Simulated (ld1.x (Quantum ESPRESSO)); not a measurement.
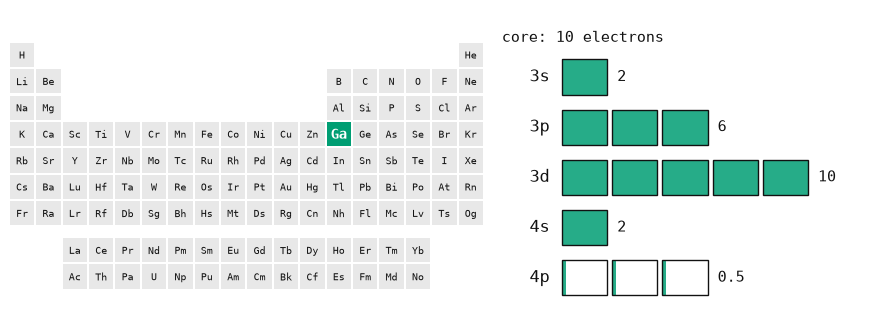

Figure 1. Left, the place of gallium in the periodic table; right, the valence shells of the reference configuration: a box for each of the 2l + 1 orbitals, shaded by the share of the shell that is filled, with the electron count at the right.

**Pseudopotential generation: Ga (part 1 of 2)**

- system: gallium (Ga, Z = 31), core [Ne], reference valence 3s2 3p6 3d10 4s2 4p0.5 (an ion of charge +0.5), valence charge 21.
- method: ultrasoft potential, revPBE, scalar-relativistic, made with ld1.x (Quantum ESPRESSO) 7.5

## Input file
```
 &input
   title='Ga', zed=31., rel=1, dft='REVPBE', iswitch=3,
   config='[Ar] 3d10 4s2 4p0.5',
   nld=3, rlderiv=1.15, eminld=-13.0, emaxld=5.0, deld=0.04
 /
 &inputp
   pseudotype=3, tm=.true., lloc=-2, rcloc=1.05,
   nlcc=.true., rcore=0.65,
   which_augfun='PSQ', rmatch_augfun_nc=.true.,
   file_pseudopw='Ga.UPF', file_wfcaegen='ae.wfc', file_wfcncgen='nc.wfc', file_beta='beta', file_chi='chi', file_wfcusgen='us.wfc'
 /
6
3S  1  0   2.00   0.00  0.85  1.00  0.0
4S  2  0   2.00   0.00  0.85  1.00  0.0
3P  2  1   6.00   0.00  0.95  1.05  0.0
4P  3  1   0.50   0.00  0.95  1.05  0.0
3D  3  2  10.00   0.00  0.80  1.05  0.0
3D  3  2   0.00  -1.54  0.80  1.05  0.0
 &test
   configts(1)='3s2 3p6 3d10 4s2 4p0.5'
 /
```

## Input of the test run
```
 &input
   title='Ga', zed=31., rel=1, dft='REVPBE', iswitch=2,
   config='[Ar] 3d10 4s2 4p0.5'
 /
 &test
   file_pseudo='Ga.UPF', nconf=8,
   configts(1)='3s2 3p6 3d10 4s2 4p0.5',
   configts(2)='3s2 3p6 3d10 4s2 4p1',
   configts(3)='3s2 3p6 3d10 4s2 4p0',
   configts(4)='3s2 3p6 3d10 4s1 4p0',
   configts(5)='3s2 3p6 3d10 4s1 4p2',
   configts(6)='3s2 3p6 3d10 4s0 4p0',
   configts(7)='3s1 3p6 3d10 4s2 4p1',
   configts(8)='3s2 3p6 3d10 4s2 4p1.3'
 /
```

Command:
```bash
ld1.x < Ga.in > Ga.out
```

## The program's output
```
     Program LD1 v.7.5
     --------------------------- All-electron run ----------------------------

     Ga
     scalar relativistic calculation

     atomic number is 31.00
     dft =REVPBE   lsd =0 sic =0 latt =0  beta=0.20 tr2=1.0E-14
     Exchange-correlation= REVPBE
                           (   1   4   4   4   0   0   0)
     mesh =1205 r(mesh) = 101.09016 a.u. xmin = -7.00 dx = 0.01250
     1 Ry =  13.60569312 eV, c = 137.03599908

     n l     nl                  e(Ry)          e(Ha)          e(eV)
     1 0     1S 1( 2.00)      -752.2251      -376.1126    -10234.5440
     2 0     2S 1( 2.00)       -93.0688       -46.5344     -1266.2655
     2 1     2P 1( 6.00)       -81.0367       -40.5183     -1102.5598
     3 0     3S 1( 2.00)       -11.1728        -5.5864      -152.0142
     3 1     3P 1( 6.00)        -7.5475        -3.7737      -102.6890
     3 2     3D 1(10.00)        -1.6855        -0.8427       -22.9318
     4 0     4S 1( 2.00)        -0.9073        -0.4536       -12.3442
     4 1     4P 1( 0.50)        -0.4084        -0.2042        -5.5565

     final scf error:  4.4E-16 reached in  36 iterations

     Etot =   -3888.046402 Ry,   -1944.023201 Ha,  -52899.566200 eV

     Ekin =    3954.183004 Ry,    1977.091502 Ha,   53799.400505 eV
     Encl =   -9360.854688 Ry,   -4680.427344 Ha, -127360.916259 eV
     Eh   =    1669.722242 Ry,     834.861121 Ha,   22717.728428 eV
     Exc  =    -151.096960 Ry,     -75.548480 Ha,   -2055.778875 eV

     normalization and overlap integrals

     s(1S/1S) =  1.000000  <r> =   0.0486  <r2> =    0.0032  r(max) =   0.0319
     s(2S/2S) =  1.000000  <r> =   0.2178  <r2> =    0.0560  r(max) =   0.1833
     s(2P/2P) =  1.000000  <r> =   0.1907  <r2> =    0.0446  r(max) =   0.1464
     s(3S/3S) =  1.000000  <r> =   0.6517  <r2> =    0.4905  r(max) =   0.5647
     s(3P/3P) =  1.000000  <r> =   0.6791  <r2> =    0.5441  r(max) =   0.5647
     s(3D/3D) =  1.000000  <r> =   0.8091  <r2> =    0.8580  r(max) =   0.5371
     s(4S/4S) =  1.000000  <r> =   2.2834  <r2> =    6.0319  r(max) =   1.8748
     s(4P/4P) =  1.000000  <r> =   3.1121  <r2> =   11.4819  r(max) =   2.4073

     ------------------------ End of All-electron run ------------------------

     --------------------- Generating US pseudopotential ---------------------

      Generating local potential from pseudized AE potential:
      Matching radius rcloc =   1.0500
      Enforcing V''(0)=0 (lloc=-2)

      Local pseudo, rcloc= 1.042 Estimated cut-off energy=    29.19 Ry

      Computing core charge for nlcc:

       r > 0.66 : true rho core
       r < 0.66 : rho core = a sin(br)/r    a=   0.38  b=   4.40

      Integrated core pseudo-charge :   0.06
      Wfc-us  3S rcutus= 0.991  Estimated cut-off energy=    53.99 Ry
      Wfc-us  4S rcutus= 0.991  Estimated cut-off energy=   107.42 Ry
      Wfc-us  3P rcutus= 1.042  Estimated cut-off energy=    76.79 Ry
      Wfc-us  4P rcutus= 1.042  Estimated cut-off energy=   140.35 Ry
      Wfc-us  3D rcutus= 1.042  Estimated cut-off energy=   106.73 Ry
      Wfc-us  3D rcutus= 1.042  Estimated cut-off energy=   107.59 Ry

     Q pseudized with Bessel functions
     Expected ecutrho=     638.7398 due to l1=  2   l2=  2

     ------------------- End of pseudopotential generation -------------------

     --------------------------- All-electron run ----------------------------

     Ga
     scalar relativistic calculation

     atomic number is 31.00
     dft =REVPBE   lsd =0 sic =0 latt =0  beta=0.20 tr2=1.0E-14
     Exchange-correlation= REVPBE
                           (   1   4   4   4   0   0   0)
     mesh =1205 r(mesh) = 101.09016 a.u. xmin = -7.00 dx = 0.01250
     1 Ry =  13.60569312 eV, c = 137.03599908

     n l     nl                  e(Ry)          e(Ha)          e(eV)
     1 0     1S 1( 2.00)      -752.2251      -376.1126    -10234.5440
     2 0     2S 1( 2.00)       -93.0688       -46.5344     -1266.2655
     2 1     2P 1( 6.00)       -81.0367       -40.5183     -1102.5598
     3 0     3S 1( 2.00)       -11.1728        -5.5864      -152.0142
     3 1     3P 1( 6.00)        -7.5475        -3.7737      -102.6890
     3 2     3D 1(10.00)        -1.6855        -0.8427       -22.9318
     4 0     4S 1( 2.00)        -0.9073        -0.4536       -12.3442
     4 1     4P 1( 0.50)        -0.4084        -0.2042        -5.5565

     final scf error:  4.4E-16 reached in  36 iterations

     Etot =   -3888.046402 Ry,   -1944.023201 Ha,  -52899.566200 eV

     Ekin =    3954.183004 Ry,    1977.091502 Ha,   53799.400505 eV
     Encl =   -9360.854688 Ry,   -4680.427344 Ha, -127360.916259 eV
     Eh   =    1669.722242 Ry,     834.861121 Ha,   22717.728428 eV
     Exc  =    -151.096960 Ry,     -75.548480 Ha,   -2055.778875 eV

     normalization and overlap integrals

     s(1S/1S) =  1.000000  <r> =   0.0486  <r2> =    0.0032  r(max) =   0.0319
     s(2S/2S) =  1.000000  <r> =   0.2178  <r2> =    0.0560  r(max) =   0.1833
     s(2P/2P) =  1.000000  <r> =   0.1907  <r2> =    0.0446  r(max) =   0.1464
     s(3S/3S) =  1.000000  <r> =   0.6517  <r2> =    0.4905  r(max) =   0.5647
     s(3P/3P) =  1.000000  <r> =   0.6791  <r2> =    0.5441  r(max) =   0.5647
     s(3D/3D) =  1.000000  <r> =   0.8091  <r2> =    0.8580  r(max) =   0.5371
     s(4S/4S) =  1.000000  <r> =   2.2834  <r2> =    6.0319  r(max) =   1.8748
     s(4P/4P) =  1.000000  <r> =   3.1121  <r2> =   11.4819  r(max) =   2.4073

     ------------------------ End of All-electron run ------------------------

     Computing logarithmic derivative in   1.14429
     Computing logarithmic derivative in   1.14429
     Computing the partial wave expansion
     R is outside the sphere for l=    0 j= 0.00
     R is outside the sphere for l=    0 j= 0.00
     R is outside the sphere for l=    1 j= 0.00
     R is outside the sphere for l=    1 j= 0.00
     R is outside the sphere for l=    2 j= 0.00
     R is outside the sphere for l=    2 j= 0.00

     ---------------------- Testing the pseudopotential ----------------------

     Ga
     scalar relativistic calculation

     atomic number is 31.00   valence charge is 21.00
     dft =REVPBE   lsd =0 sic =0 latt =0  beta=0.20 tr2=1.0E-14
     mesh =1205 r(mesh) = 101.09016 xmin = -7.00 dx = 0.01250

     n l     nl             e AE (Ry)        e PS (Ry)    De AE-PS (Ry)
     1 0     3S   1( 2.00)      -11.17284      -11.17269       -0.00015
     2 1     3P   1( 6.00)       -7.54750       -7.54737       -0.00013
     3 2     3D   1(10.00)       -1.68546       -1.68535       -0.00011
     2 0     4S   1( 2.00)       -0.90728       -0.90724       -0.00004
     3 1     4P   1( 0.50)       -0.40840       -0.40837       -0.00003

     eps = 3.8E-15  iter =  6

     Etot =   -3888.046402 Ry,   -1944.023201 Ha,  -52899.566200 eV
     Etotps =  -520.088412 Ry,    -260.044206 Ha,   -7076.163327 eV

     Ekin =     168.350456 Ry,      84.175228 Ha,    2290.524637 eV
     Encl =   -1049.297555 Ry,    -524.648777 Ha,  -14276.420524 eV
     Ehrt =     447.135954 Ry,     223.567977 Ha,    6083.594578 eV
     Ecxc =     -45.468520 Ry,     -22.734260 Ha,    -618.630725 eV
     (Ecc =      -0.052623 Ry,      -0.026311 Ha,      -0.715971 eV)
     Epseu=     -40.808747 Ry,     -20.404374 Ha,    -555.231293 eV

     ---------------------- End of pseudopotential test ----------------------
```

## Output of the test run (extracts)
```
     ---------------------- Testing the pseudopotential ----------------------

     Ga
     scalar relativistic calculation

     atomic number is 31.00   valence charge is 21.00
     dft =REVPBE   lsd =0 sic =0 latt =0  beta=0.20 tr2=1.0E-14
     mesh =1205 r(mesh) = 101.09016 xmin = -7.00 dx = 0.01250

     n l     nl             e AE (Ry)        e PS (Ry)    De AE-PS (Ry)
     1 0     3S   1( 2.00)      -11.17284      -11.17269       -0.00015
     2 1     3P   1( 6.00)       -7.54750       -7.54737       -0.00013
     3 2     3D   1(10.00)       -1.68546       -1.68535       -0.00011
     2 0     4S   1( 2.00)       -0.90728       -0.90724       -0.00004
     3 1     4P   1( 0.50)       -0.40840       -0.40837       -0.00003

     eps = 4.2E-15  iter =  6

     Etot =   -3888.046402 Ry,   -1944.023201 Ha,  -52899.566200 eV
     Etotps =  -520.088411 Ry,    -260.044206 Ha,   -7076.163322 eV

     Ekin =     168.350457 Ry,      84.175228 Ha,    2290.524651 eV
     Encl =   -1049.297555 Ry,    -524.648778 Ha,  -14276.420532 eV
     Ehrt =     447.135955 Ry,     223.567977 Ha,    6083.594583 eV
     Ecxc =     -45.468520 Ry,     -22.734260 Ha,    -618.630726 eV
     (Ecc =      -0.052623 Ry,      -0.026311 Ha,      -0.715971 eV)
     Epseu=     -40.808748 Ry,     -20.404374 Ha,    -555.231297 eV

     ---------------------- End of pseudopotential test ----------------------

     ---------------------- Testing the pseudopotential ----------------------

     Ga
     scalar relativistic calculation

     atomic number is 31.00   valence charge is 21.00
     dft =REVPBE   lsd =0 sic =0 latt =0  beta=0.20 tr2=1.0E-14
     mesh =1205 r(mesh) = 101.09016 xmin = -7.00 dx = 0.01250

     n l     nl             e AE (Ry)        e PS (Ry)    De AE-PS (Ry)
     1 0     3S   1( 2.00)      -10.89165      -10.89156       -0.00009
     2 1     3P   1( 6.00)       -7.26618       -7.26621        0.00004
     3 2     3D   1(10.00)       -1.40437       -1.40435       -0.00002
     2 0     4S   1( 2.00)       -0.65282       -0.65279       -0.00003
     3 1     4P   1( 1.00)       -0.18584       -0.18581       -0.00003

     eps = 1.8E-15  iter =  9

     Etot =   -3888.193501 Ry,   -1944.096750 Ha,  -52901.567573 eV
     Etotps =  -520.235516 Ry,    -260.117758 Ha,   -7078.164786 eV
     dEtot_ae =      -0.147098 Ry
     dEtot_ps =      -0.147105 Ry,   Delta E=       0.000007 Ry

     Ekin =     168.647261 Ry,      84.323631 Ha,    2294.562884 eV
     Encl =   -1055.196353 Ry,    -527.598176 Ha,  -14356.677761 eV
     Ehrt =     452.920807 Ry,     226.460404 Ha,    6162.301514 eV
     Ecxc =     -45.633934 Ry,     -22.816967 Ha,    -620.881308 eV
     (Ecc =      -0.052623 Ry,      -0.026311 Ha,      -0.715971 eV)
     Epseu=     -40.973298 Ry,     -20.486649 Ha,    -557.470115 eV

     ---------------------- End of pseudopotential test ----------------------

     ---------------------- Testing the pseudopotential ----------------------

     Ga
     scalar relativistic calculation

     atomic number is 31.00   valence charge is 21.00
     dft =REVPBE   lsd =0 sic =0 latt =0  beta=0.20 tr2=1.0E-14
     mesh =1205 r(mesh) = 101.09016 xmin = -7.00 dx = 0.01250

     n l     nl             e AE (Ry)        e PS (Ry)    De AE-PS (Ry)
     1 0     3S   1( 2.00)      -11.49832      -11.49811       -0.00020
     2 1     3P   1( 6.00)       -7.87316       -7.87278       -0.00038
     3 2     3D   1(10.00)       -2.01032       -2.01011       -0.00020
     2 0     4S   1( 2.00)       -1.19240       -1.19238       -0.00002
     3 1     4P   1( 0.00)       -0.66052       -0.66055        0.00002

     eps = 3.2E-15  iter = 10

     Etot =   -3887.780249 Ry,   -1943.890125 Ha,  -52895.945002 eV
     Etotps =  -519.822223 Ry,    -259.911111 Ha,   -7072.541642 eV
     dEtot_ae =       0.266153 Ry
     dEtot_ps =       0.266189 Ry,   Delta E=      -0.000035 Ry

     Ekin =     167.822160 Ry,      83.911080 Ha,    2283.336809 eV
     Encl =   -1042.472206 Ry,    -521.236103 Ha,  -14183.556921 eV
     Ehrt =     440.594000 Ry,     220.297000 Ha,    5994.586758 eV
     Ecxc =     -45.279575 Ry,     -22.639787 Ha,    -616.059997 eV
     (Ecc =      -0.052623 Ry,      -0.026311 Ha,      -0.715971 eV)
     Epseu=     -40.486603 Ry,     -20.243301 Ha,    -550.848290 eV

     ---------------------- End of pseudopotential test ----------------------

     ---------------------- Testing the pseudopotential ----------------------

     Ga
     scalar relativistic calculation

     atomic number is 31.00   valence charge is 21.00
     dft =REVPBE   lsd =0 sic =0 latt =0  beta=0.20 tr2=1.0E-14
     mesh =1205 r(mesh) = 101.09016 xmin = -7.00 dx = 0.01250

     n l     nl             e AE (Ry)        e PS (Ry)    De AE-PS (Ry)
     1 0     3S   1( 2.00)      -12.38219      -12.38166       -0.00053
     2 1     3P   1( 6.00)       -8.75714       -8.75602       -0.00112
     3 2     3D   1(10.00)       -2.88566       -2.88550       -0.00015
     2 0     4S   1( 1.00)       -1.90196       -1.90195       -0.00001
     3 1     4P   1( 0.00)       -1.29267       -1.29284        0.00016

     eps = 2.7E-16  iter = 10

     Etot =   -3886.238157 Ry,   -1943.119078 Ha,  -52874.963765 eV
     Etotps =  -518.279962 Ry,    -259.139981 Ha,   -7051.558114 eV
     dEtot_ae =       1.808246 Ry
     dEtot_ps =       1.808449 Ry,   Delta E=      -0.000204 Ry

     Ekin =     166.226533 Ry,      83.113266 Ha,    2261.627195 eV
     Encl =   -1023.958874 Ry,    -511.979437 Ha,  -13931.670206 eV
     Ehrt =     423.542485 Ry,     211.771243 Ha,    5762.589076 eV
     Ecxc =     -44.753370 Ry,     -22.376685 Ha,    -608.900618 eV
     (Ecc =      -0.052623 Ry,      -0.026311 Ha,      -0.715971 eV)
     Epseu=     -39.336736 Ry,     -19.668368 Ha,    -535.203561 eV

     ---------------------- End of pseudopotential test ----------------------
```

(Continued in part 2.) Outcome of the run: generated.
